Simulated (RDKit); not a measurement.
# CH₄O₃Si: property calculation

The run: property calculation of CH₄O₃Si, SMILES O[Si]1(O)CO1. Method and program: EHT (RDKit 2026.09.1).

The geometry comes from this level: GFN2-xTB.

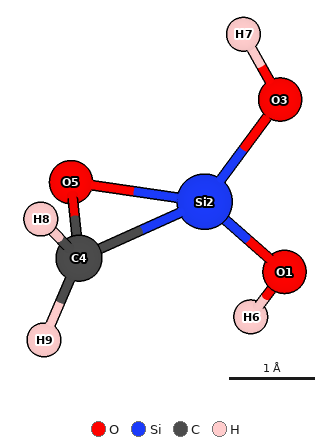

Figure 1. The structure as given in the input (ball-and-stick view, seen at a tilt; atoms are numbered from 1 in the order of the input).

## Input file (run.py)
```python
# eht eht with RDKit
import json
import numpy as np
from rdkit import Chem
from rdkit.Chem import AllChem
from rdkit.Chem import rdDetermineBonds
from rdkit.Chem import rdEHTTools

mol = Chem.MolFromXYZFile("mol.xyz")
symbols = [a.GetSymbol() for a in mol.GetAtoms()]
start = mol.GetConformer().GetPositions().copy()

ok, res = rdEHTTools.RunMol(mol, keepOverlapAndHamiltonianMatrices=True)
if not ok:
    raise RuntimeError("the extended Hueckel run failed")
eps = np.array(res.GetOrbitalEnergies())
nel = res.numElectrons
homo = (nel + 1) // 2 - 1
print(f"{res.numOrbitals} orbitals, {nel} valence electrons, sum of one-electron energies {res.totalEnergy:.4f} eV")
for i in range(max(0, homo - 3), min(len(eps), homo + 6)):
    print(f"{i + 1:4d} {eps[i]:10.4f} eV", "(HOMO)" if i == homo else "(LUMO)" if i == homo + 1 else "")
q = np.array(res.GetAtomicCharges())
print("Mulliken charges:", " ".join(f"{a}{i + 1}={c:+.3f}" for i, (a, c) in enumerate(zip(symbols, q))))
op = res.GetReducedOverlapPopulationMatrix()
pairs = [(k, i, op[i * (i + 1) // 2 + k]) for i in range(len(symbols)) for k in range(i) if abs(op[i * (i + 1) // 2 + k]) > 0.1]
print("reduced overlap populations above 0.1")
for k, i, p in pairs:
    print(f"  {symbols[k]}{k + 1}-{symbols[i]}{i + 1} {p:7.3f}")
json.dump(dict(symbols=symbols, start=start.tolist(), energy=res.totalEnergy * 23.060548, homo=eps[homo], lumo=eps[homo + 1] if homo + 1 < len(eps) else None, orbital_energies=eps.round(4).tolist(), charges_mulliken=q.tolist(), bond_orders=[[k + 1, i + 1, round(p, 4)] for k, i, p in pairs], nel=nel), open("results.json", "w"))
```

## File mol.xyz
```
9

O     -0.904830     0.240110    -1.714940
Si     0.121800     0.065600    -0.487060
O      1.572920    -0.163120    -1.146990
C     -0.352210    -0.455270     1.209650
O     -0.043510     0.972750     0.873670
H     -1.723000     0.709620    -1.569740
H      2.351180     0.021700    -0.626500
H      0.356680    -0.836440     1.930630
H     -1.379030    -0.554950     1.531280
```

Launch command:
```bash
python run.py
```

## The program's output
```
!!! Warning !!! Distance between atoms 6 and 1 (0.954424 A) is suspicious.
!!! Warning !!! Distance between atoms 7 and 3 (0.954336 A) is suspicious.
24 orbitals, 30 valence electrons, sum of one-electron energies -585.5849 eV
  12   -14.8417 eV
  13   -14.7578 eV
  14   -14.3476 eV
  15   -12.6078 eV (HOMO)
  16    -4.6763 eV (LUMO)
  17     1.9072 eV
  18     3.2462 eV
  19     4.6922 eV
  20     6.5633 eV
Mulliken charges: O1=-0.996 Si2=+2.214 O3=-0.996 C4=+0.027 O5=-1.174 H6=+0.426 H7=+0.426 H8=+0.036 H9=+0.036
reduced overlap populations above 0.1
  O1-Si2   0.529
  Si2-O3   0.529
  Si2-C4   0.548
  Si2-O5   0.390
  C4-O5   0.412
  O1-H6   0.614
  O3-H7   0.615
  C4-H8   0.802
  C4-H9   0.802
```

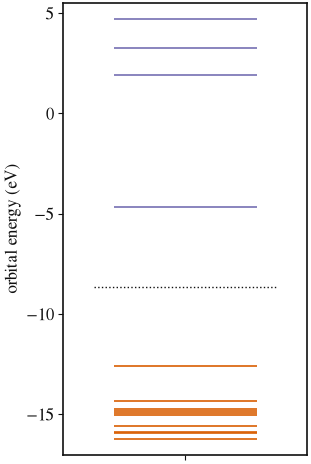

Figure 2. Orbital energies near the frontier; the dotted line parts filled from empty levels, and levels within 0.02 eV of each other stand side by side. Highest filled −12.61 eV, lowest empty −4.68 eV, 7.93 eV apart.

## Key numbers

| quantity | value |
| --- | --- |
| outcome | converged |
| total energy | −21.519846 hartree |
| HOMO | −12.61 eV |
| LUMO | −4.68 eV |
| hardware | 1 thread of Arm Neoverse V1, 24 GiB of memory available, shared host |
| peak memory | 0.072 GiB |
